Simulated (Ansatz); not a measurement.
# Ta: a strain scan

The task, for Ta: strain the cell along the Voigt pattern (1, 1, 0, 0, 0, 0).

Computed with Ansatz 0.2.0 (DFT LDA, scalar-relativistic, plane waves, PAW, unless a step's input says otherwise).

**1. The system as given**

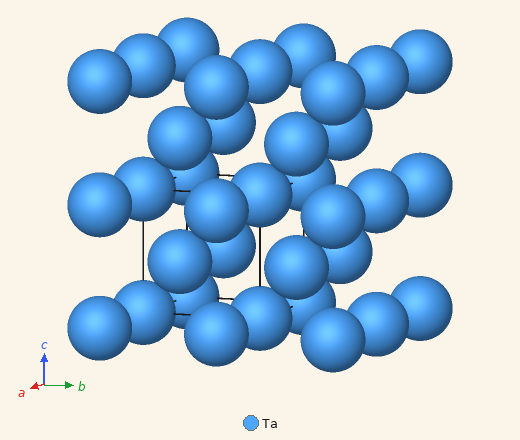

The starting structure, seen slightly off an axis (tantalum blue). 2×2×2 cells are drawn. Atoms on the faces are drawn again on the opposite ones. The cell drawn here is the conventional one.

Coordinates:

```xyz
1
Lattice="-1.6513 1.6513 1.6513 1.6513 -1.6513 1.6513 1.6513 1.6513 -1.6513" Properties=species:S:1:pos:R:3 pbc="T T T"
Ta    0.0000    0.0000    0.0000
```

Source of the structure: the Crystallography Open Database.

**2. Probe: one point at the start**

Input file input.yaml:

```yaml
crystal:
  lattice:
    - [-1.65128, 1.65128, 1.65128]
    - [1.65128, -1.65128, 1.65128]
    - [1.65128, 1.65128, -1.65128]
  atoms:
    - { symbol: Ta, position: [0.0, 0.0, 0.0] }
basis:
  ecutwfc: 420
kpoints:
  mp_grid: { grid: [8, 8, 8] }
hamiltonian:
  xc: lda
scf:
  occupations: { method: gaussian, width: 0.1 }
output:
  forces: true
  stress: true
  eigenvalues: true
```

On the command line:

```sh
$ ansatz run input.yaml --threads 1 --pin off --max-ram 2560MiB --backend cpu --events-out ev --progress --plain --runs-dir out
```

The log of the run, shortened:

```text
Warning: RAYON_NUM_THREADS=1 ignored (pool sized by the plan → 1); use --threads N
[...]
Pseudopotentials: kind: paw
Pseudopotential: Ta, paw, valence charge 13, recommended cutoff 420 eV (normal), Ta.paw.azcp
Functional definition: SPW92
[...]
Crystal: 1 atoms, lattice volume = 18.010 Å³
Basis set: ecut = 420 eV, 369 PW (Γ)
Bands: 11, of which v1, the nominal top of the filled ones, is band 7 counted from 1 (6 counted from 0)
Symmetry: 48 space group operations
Space group: Im-3m (ITA 229), of the structure as read, at distance tolerance 2.6e-5 Å
k-points: 29 of 512
[...]
SCF iter   1: F=—  HF=-9682.620721 eV  |F-HF|=—  |Δ(HF+E_count)|=         —  Δρ=5.95e-3  dr2=4.85e-3  ethr=1.77e-3  ⟨swp⟩=5.1  Hψ=1798  notcnv=0
[...]
SCF iter   6: F=-9682.618932 eV  HF=-9682.618932 eV  |F-HF|=7.28e-11  |Δ(HF+E_count)|=   2.67e-9  Δρ=7.44e-7  dr2=9.64e-11  ethr=4.21e-11  ⟨swp⟩=3.1  Hψ=1182  notcnv=0
[...]
SCF converged after 6 iterations
Free energy (F): -9682.618932 eV
[...]
E sigma→0 (E₀):  -9682.617077 eV
Entropy (-TS):   -0.003708 eV (-3.708 meV/atom)
Fermi energy:    18.287263 eV
[...]
--- Forces (eV/Å), atoms counted from 1 ---
  atom   1  Ta     0.00000000    -0.00000000    -0.00000000
[...]
--- Stress (GPa, compression-positive) ---
      -10.715204       0.000000      -0.000000
        0.000000     -10.715204       0.000000
       -0.000000      -0.000000     -10.715204
  P = ⅓ Tr σ = -10.7152 GPa (-107.152 kbar)
--- Band table (eV; the first three rows and the last of 29) ---
  k-point 0: bands = ["-48.7482", "-14.6857", "-14.6857", "-14.6857", "10.4281", "18.9867", "18.9867", "18.9867", "22.2395", "22.2395", "33.0078"]
[...]
```

It took 0.31 s on 1 thread of AMD EPYC 9R45 (Zen 5), shared host; peak memory 0.31 GiB.

The cell is taken as given, not relaxed at this level.

**3. Zero of the scan**

Edit input.yaml of step 2 so:

```diff
@@ -10,3 +10,3 @@
 kpoints:
-  mp_grid: { grid: [8, 8, 8] }
+  mp_grid: { grid: [20, 20, 20] }
 hamiltonian:
@@ -14,3 +14,3 @@
 scf:
-  occupations: { method: gaussian, width: 0.1 }
+  occupations: { method: methfessel_paxton, width: 0.02 }
 output:
```

On the command line:

```sh
$ ansatz run input.yaml --threads 1 --pin off --max-ram 2560MiB --backend cpu --events-out ev --progress --plain --runs-dir out
```

The log of the run, shortened:

```text
Warning: RAYON_NUM_THREADS=1 ignored (pool sized by the plan → 1); use --threads N
[...]
[... 3 set-up lines as earlier in the session ...]
[...]
Crystal: 1 atoms, lattice volume = 18.010 Å³
Basis set: ecut = 420 eV, 369 PW (Γ)
Bands: 11, of which v1, the nominal top of the filled ones, is band 7 counted from 1 (6 counted from 0)
[... 2 set-up lines as earlier in the session ...]
k-points: 256 of 8000
[...]
SCF iter   1: F=—  HF=-9682.587949 eV  |F-HF|=—  |Δ(HF+E_count)|=         —  Δρ=4.59e-3  dr2=2.62e-3  ethr=1.77e-3  ⟨swp⟩=6.1  Hψ=16376  notcnv=0
[...]
SCF iter   5: F=-9682.587295 eV  HF=-9682.587295 eV  |F-HF|=2.02e-9  |Δ(HF+E_count)|=   5.05e-9  S|Δr|=    0.00e0  Δρ=4.30e-6  dr2=2.32e-9  ethr=1.55e-10  ⟨swp⟩=2.1  Hψ=9418  notcnv=0
[...]
SCF converged after 5 iterations
Stability not checked: this state was not tested for a lower state beside it, because cold or Methfessel-Paxton smearing, or corrected tetrahedra, fill the levels in a way that the test cannot read (fill_not_monotonic; see scf.lower_state_search)
Free energy (F): -9682.587295 eV
[...]
E sigma→0 (E₀):  -9682.587293 eV
Entropy (-TS):   -0.000010 eV (-0.010 meV/atom)
Fermi energy:    18.261969 eV
[...]
--- Forces (eV/Å), atoms counted from 1 ---
  atom   1  Ta     0.00000000     0.00000000    -0.00000000
[...]
--- Stress (GPa, compression-positive) ---
       -9.027171       0.000000       0.000000
       -0.000000      -9.027171       0.000000
       -0.000000       0.000000      -9.027171
  P = ⅓ Tr σ = -9.0272 GPa (-90.272 kbar)
--- Band table (eV; the first three rows and the last of 256) ---
  k-point 0: bands = ["-48.7767", "-14.7126", "-14.7126", "-14.7126", "10.4281", "18.9708", "18.9708", "18.9708", "22.2266", "22.2266", "33.0096"]
[...]
```

Run time: 1.2 s. Hardware: 1 thread of AMD EPYC 9R45 (Zen 5), shared host; peak memory 0.38 GiB.

The reference gives a free energy of -9682.5873 eV, pressure -9.03 GPa, largest force 0.000 eV/Å and gap on the mesh none (metal).

**4. Next: a strain scan**

The cell is strained by ε times the Voigt pattern (1, 1, 0, 0, 0, 0) (xx, yy, zz, yz, xz, xy; engineering shear), with fractional coordinates fixed (clamped ions). The stress on the pattern is the sum of the stress components weighted by it, tension positive.

**5. Point ε = -0.0600**

Edit input.yaml of step 3 so:

```diff
@@ -2,5 +2,5 @@
   lattice:
-    - [-1.65128, 1.65128, 1.65128]
-    - [1.65128, -1.65128, 1.65128]
-    - [1.65128, 1.65128, -1.65128]
+    - [-1.5522032, 1.5522032, 1.65128]
+    - [1.5522032, -1.5522032, 1.65128]
+    - [1.5522032, 1.5522032, -1.65128]
   atoms:
```

On the command line:

```sh
$ ansatz run input.yaml --threads 1 --pin off --max-ram 2560MiB --backend cpu --events-out ev --progress --plain --runs-dir out
```

The log of the run, shortened:

```text
Warning: RAYON_NUM_THREADS=1 ignored (pool sized by the plan → 1); use --threads N
[...]
[... 3 set-up lines as earlier in the session ...]
[...]
Crystal: 1 atoms, lattice volume = 15.914 Å³
Basis set: ecut = 420 eV, 321 PW (Γ)
Bands: 11, of which v1, the nominal top of the filled ones, is band 7 counted from 1 (6 counted from 0)
Symmetry: 16 space group operations
Space group: I4/mmm (ITA 139), of the structure as read, at distance tolerance 2.5e-5 Å
k-points: 641 of 8000
[...]
SCF iter   1: F=—  HF=-9682.515066 eV  |F-HF|=—  |Δ(HF+E_count)|=         —  Δρ=6.39e-3  dr2=5.05e-3  ethr=1.77e-3  ⟨swp⟩=6.1  Hψ=41169  notcnv=0
[...]
SCF iter   5: F=-9682.513191 eV  HF=-9682.513191 eV  |F-HF|=5.06e-10  |Δ(HF+E_count)|=   3.81e-9  S|Δr|=    0.00e0  Δρ=3.86e-6  dr2=1.04e-9  ethr=3.36e-10  ⟨swp⟩=2.0  Hψ=22704  notcnv=0
[...]
SCF converged after 5 iterations
Stability not checked: this state was not tested for a lower state beside it, because cold or Methfessel-Paxton smearing, or corrected tetrahedra, fill the levels in a way that the test cannot read (fill_not_monotonic; see scf.lower_state_search)
Free energy (F): -9682.513191 eV
[...]
E sigma→0 (E₀):  -9682.513192 eV
Entropy (-TS):   0.000007 eV (0.007 meV/atom)
Fermi energy:    21.061641 eV
[...]
--- Forces (eV/Å), atoms counted from 1 ---
  atom   1  Ta    -0.00000000    -0.00000000     0.00000000
[...]
--- Stress (GPa, compression-positive) ---
       23.709899       0.000000       0.000000
        0.000000      23.709899      -0.000000
        0.000000      -0.000000      14.279840
  P = ⅓ Tr σ = 20.5665 GPa (205.665 kbar)
--- Band table (eV; the first three rows and the last of 641) ---
  k-point 0: bands = ["-45.7407", "-11.4721", "-11.4661", "-11.4661", "12.7459", "21.4641", "21.4641", "22.3263", "24.7695", "25.9857", "35.5403"]
[...]
```

It took 2.8 s on 1 thread of AMD EPYC 9R45 (Zen 5), shared host; peak memory 0.45 GiB.

**6. At ε = 0.0450**

Edit input.yaml of step 5 so:

```diff
@@ -2,5 +2,5 @@
   lattice:
-    - [-1.5522032, 1.5522032, 1.65128]
-    - [1.5522032, -1.5522032, 1.65128]
-    - [1.5522032, 1.5522032, -1.65128]
+    - [-1.7255876, 1.7255876, 1.65128]
+    - [1.7255876, -1.7255876, 1.65128]
+    - [1.7255876, 1.7255876, -1.65128]
   atoms:
```

On the command line:

```sh
$ ansatz run input.yaml --threads 1 --pin off --max-ram 2560MiB --backend cpu --events-out ev --progress --plain --runs-dir out
```

The log of the run, shortened:

```text
[...]
SCF converged after 5 iterations
Stability not checked: this state was not tested for a lower state beside it, because cold or Methfessel-Paxton smearing, or corrected tetrahedra, fill the levels in a way that the test cannot read (fill_not_monotonic; see scf.lower_state_search)
Free energy (F): -9682.411881 eV
[...]
E sigma→0 (E₀):  -9682.411869 eV
Entropy (-TS):   -0.000049 eV (-0.049 meV/atom)
Fermi energy:    16.514717 eV
[...]
--- Forces (eV/Å), atoms counted from 1 ---
  atom   1  Ta    -0.00000000     0.00000000     0.00000000
[...]
--- Stress (GPa, compression-positive) ---
      -23.485717       0.000000      -0.000000
        0.000000     -23.485717       0.000000
        0.000000       0.000000     -19.965058
  P = ⅓ Tr σ = -22.3122 GPa (-223.122 kbar)
--- Band table (eV; the first three rows and the last of 641) ---
  k-point 0: bands = ["-50.7996", "-16.8369", "-16.8369", "-16.8258", "8.9834", "16.8559", "17.3630", "17.3630", "19.7635", "20.4485", "30.6411"]
[...]
```

Wall time 3.1 s (1 thread of AMD EPYC 9R45 (Zen 5), shared host); peak memory 0.47 GiB.

**7. Point ε = -0.0300**

Edit input.yaml of step 6 so:

```diff
@@ -2,5 +2,5 @@
   lattice:
-    - [-1.7255876, 1.7255876, 1.65128]
-    - [1.7255876, -1.7255876, 1.65128]
-    - [1.7255876, 1.7255876, -1.65128]
+    - [-1.6017416, 1.6017416, 1.65128]
+    - [1.6017416, -1.6017416, 1.65128]
+    - [1.6017416, 1.6017416, -1.65128]
   atoms:
```

On the command line:

```sh
$ ansatz run input.yaml --threads 1 --pin off --max-ram 2560MiB --backend cpu --events-out ev --progress --plain --runs-dir out
```

The log of the run, shortened:

```text
[...]
SCF converged after 5 iterations
Stability not checked: this state was not tested for a lower state beside it, because cold or Methfessel-Paxton smearing, or corrected tetrahedra, fill the levels in a way that the test cannot read (fill_not_monotonic; see scf.lower_state_search)
Free energy (F): -9682.602876 eV
[...]
E sigma→0 (E₀):  -9682.602876 eV
Entropy (-TS):   -0.000002 eV (-0.002 meV/atom)
Fermi energy:    19.604899 eV
[...]
--- Forces (eV/Å), atoms counted from 1 ---
  atom   1  Ta    -0.00000000    -0.00000000     0.00000000
[...]
--- Stress (GPa, compression-positive) ---
        5.025924       0.000000       0.000000
        0.000000       5.025924       0.000000
        0.000000       0.000000       1.049223
  P = ⅓ Tr σ = 3.7004 GPa (37.004 kbar)
--- Band table (eV; the first three rows and the last of 641) ---
  k-point 0: bands = ["-47.3079", "-13.1578", "-13.1513", "-13.1513", "11.5239", "20.1625", "20.1625", "20.5655", "23.4728", "24.0346", "34.2156"]
[...]
```

Wall time 2.7 s (1 thread of AMD EPYC 9R45 (Zen 5), shared host); peak memory 0.45 GiB.

**8. ε = 0.0150**

Edit input.yaml of step 7 so:

```diff
@@ -2,5 +2,5 @@
   lattice:
-    - [-1.6017416, 1.6017416, 1.65128]
-    - [1.6017416, -1.6017416, 1.65128]
-    - [1.6017416, 1.6017416, -1.65128]
+    - [-1.6760492, 1.6760492, 1.65128]
+    - [1.6760492, -1.6760492, 1.65128]
+    - [1.6760492, 1.6760492, -1.65128]
   atoms:
```

On the command line:

```sh
$ ansatz run input.yaml --threads 1 --pin off --max-ram 2560MiB --backend cpu --events-out ev --progress --plain --runs-dir out
```

The log of the run, shortened:

```text
Warning: RAYON_NUM_THREADS=1 ignored (pool sized by the plan → 1); use --threads N
[...]
[... 3 set-up lines as earlier in the session ...]
[...]
Crystal: 1 atoms, lattice volume = 18.555 Å³
Basis set: ecut = 420 eV, 369 PW (Γ)
Bands: 11, of which v1, the nominal top of the filled ones, is band 7 counted from 1 (6 counted from 0)
[... 1 set-up line as earlier in the session ...]
Space group: I4/mmm (ITA 139), of the structure as read, at distance tolerance 2.6e-5 Å
k-points: 641 of 8000
[...]
SCF iter   1: F=—  HF=-9682.547481 eV  |F-HF|=—  |Δ(HF+E_count)|=         —  Δρ=4.48e-3  dr2=2.63e-3  ethr=1.77e-3  ⟨swp⟩=6.1  Hψ=41044  notcnv=0
[...]
SCF iter   5: F=-9682.546838 eV  HF=-9682.546838 eV  |F-HF|=2.58e-9  |Δ(HF+E_count)|=   6.48e-9  S|Δr|=    0.00e0  Δρ=4.57e-6  dr2=2.93e-9  ethr=1.88e-10  ⟨swp⟩=2.0  Hψ=23840  notcnv=0
[...]
SCF converged after 5 iterations
Stability not checked: this state was not tested for a lower state beside it, because cold or Methfessel-Paxton smearing, or corrected tetrahedra, fill the levels in a way that the test cannot read (fill_not_monotonic; see scf.lower_state_search)
Free energy (F): -9682.546838 eV
[...]
E sigma→0 (E₀):  -9682.546842 eV
Entropy (-TS):   0.000014 eV (0.014 meV/atom)
Fermi energy:    17.650903 eV
[...]
--- Forces (eV/Å), atoms counted from 1 ---
  atom   1  Ta     0.00000000    -0.00000000     0.00000000
[...]
--- Stress (GPa, compression-positive) ---
      -14.655054       0.000000       0.000000
        0.000000     -14.655054       0.000000
        0.000000       0.000000     -13.205354
  P = ⅓ Tr σ = -14.1718 GPa (-141.718 kbar)
--- Band table (eV; the first three rows and the last of 641) ---
  k-point 0: bands = ["-49.4726", "-15.4465", "-15.4465", "-15.4435", "9.9219", "18.2325", "18.4135", "18.4135", "21.3737", "21.6232", "32.1869"]
[...]
```

Wall time 2.7 s (1 thread of AMD EPYC 9R45 (Zen 5), shared host); peak memory 0.46 GiB.

(Part 1 of 2 ends here.)
